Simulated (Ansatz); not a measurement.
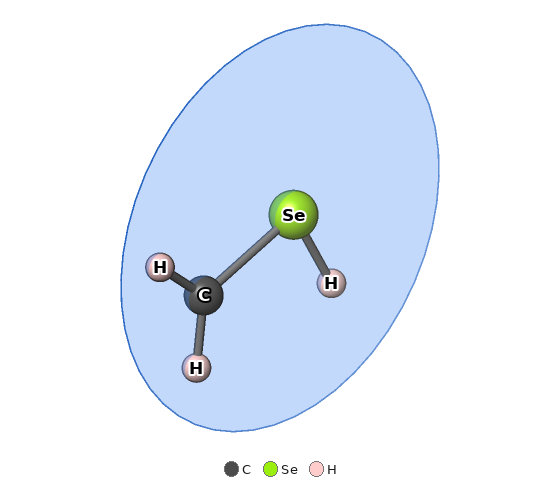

All proper rotation axes (lines) and mirror planes (discs) of the structure are drawn in. Distant atoms are faded towards the background colour. Charge 0, doublet. Computed geometry: PBE0-D4/def2-TZVP optimisation. No frequency run is at hand to confirm it as a minimum.

**Name the symmetry elements and the point group.**

It has 1 mirror plane. Point group Cs. The group has 2 operations. The geometry is achiral, and symmetry allows a dipole moment.
